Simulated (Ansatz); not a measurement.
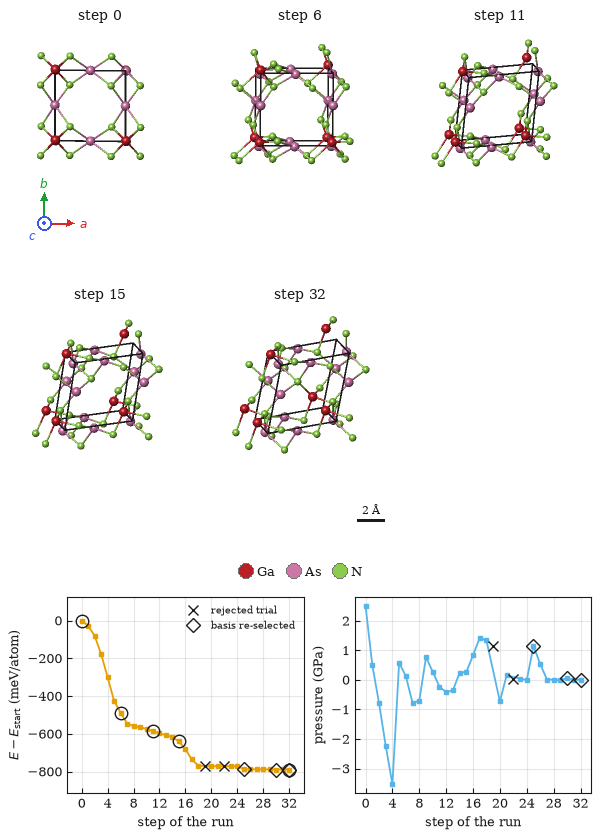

Frames of a relaxation of a crystal of GaAs3N4 (built on the VCu3S4-215 type type), marked on the history of the run. A ball-and-stick model of the cell of the calculation, seen along the c axis.

Case: shaken.

Theory: DFT, PBEsol, plane waves, PAW (Ansatz 0.2.0). Settings: plane-wave cutoff 420 eV; k-point mesh 4 × 4 × 4; occupations fermi dirac; smearing width 0.05 eV; no spin polarisation; cell and atoms relaxed; force threshold 0.01 eV/Å; at most 120 steps.

> Describe the path.

The Ga atom moves most relative to the cell: 1.36 Å along [−1 1 1]. Largest moves by element: Ga 1.36 Å, N 1.01 Å, As 0.61 Å. The drawn cell changes as follows: a 5.230 → 5.221 Å (−0.2 %), b 5.235 → 5.225 Å (−0.2 %), c 5.355 → 5.231 Å (−2.3 %), α 88.9° → 108.7°, β 89.6° → 71.1°, γ 90.7° → 71.6°; the volume changes by −22.9 %. Some distances before and after: Ga–N 7.269 → 1.932 Å, Ga–N 1.938 → 3.499 Å, As–N 2.196 → 3.384 Å, As–N 2.232 → 3.393 Å. New bonds form, among them: Ga–N (7.27 → 1.93 Å). Bonds break, among them: As–N (2.20 → 3.38 Å), As–N (2.23 → 3.39 Å), As–N (2.29 → 3.39 Å), Ga–N (1.94 → 3.50 Å). Among the angles between lasting bonds that change: Ga–N–As 78.8° → 110.9°, N–As–N 123.0° → 91.9°, Ga–N–As 80.7° → 110.6°. The space group stays P1 (No. 1). The energy falls by 789 meV per atom in 27 accepted moves (32 points after the start). The largest force component goes from 0.96 to 0.0059 eV/Å. Pressure: 2.51 GPa at the start and 0.01 GPa at the end. The line search rejected the trial steps at points 19, 22 of the run. At 3 points the geometry stayed and the basis and grid were re-selected for the new cell (energy shift of 14.5 meV per atom at most each time). From step 0 to 6: an N atom moves most (0.94 Å), volume +5.6 %, energy −488 meV per atom. From step 6 to 11: the Ga atom moves most (0.55 Å), volume −10.6 %, energy −97.9 meV per atom. From step 11 to 15: the Ga atom moves most (0.52 Å), volume −15.7 %, energy −53.9 meV per atom. From step 15 to 32: the Ga atom moves most (0.35 Å), volume −3.1 %, energy −149 meV per atom.

```csv
step,"E − E(0), meV/atom","largest force component, eV/Å","pressure, GPa","volume, Å³/atom",note
0,0.00,0.9576,2.51,18.321,
1,-27.53,1.2510,0.51,18.657,
2,-80.89,1.4688,-0.78,18.745,
3,-177.07,1.7203,-2.23,18.868,
4,-300.04,1.6477,-3.54,19.265,
5,-425.51,1.5377,0.58,18.973,
6,-488.20,1.2244,0.13,19.342,
7,-545.73,0.3813,-0.78,19.345,
8,-558.20,0.5479,-0.70,18.783,
9,-564.98,0.4743,0.76,18.351,
10,-573.84,0.3734,0.28,17.872,
11,-586.10,0.3927,-0.23,17.292,
12,-597.51,0.3237,-0.41,16.538,
13,-606.84,0.2204,-0.36,15.890,
15,-640.02,0.5026,0.27,14.578,
16,-682.28,0.8681,0.83,14.044,
17,-735.94,1.0022,1.42,13.628,
18,-769.58,0.3358,1.33,13.606,
19,-768.47,0.3269,1.16,13.800,rejected
20,-771.20,0.1354,-0.73,13.868,
22,-771.62,0.0718,0.04,13.831,rejected
23,-771.88,0.0199,0.04,13.828,
24,-771.88,0.0031,-0.01,13.833,
25,-786.35,0.0225,1.14,13.833,"same geometry, new basis"
26,-788.02,0.0884,0.54,14.002,
27,-788.21,0.0232,0.01,14.110,
29,-788.23,0.0050,-0.02,14.111,
30,-789.02,0.0051,0.07,14.111,"same geometry, new basis"
31,-788.99,0.0059,0.01,14.129,
32,-789.02,0.0059,0.01,14.129,"same geometry, new basis"
```
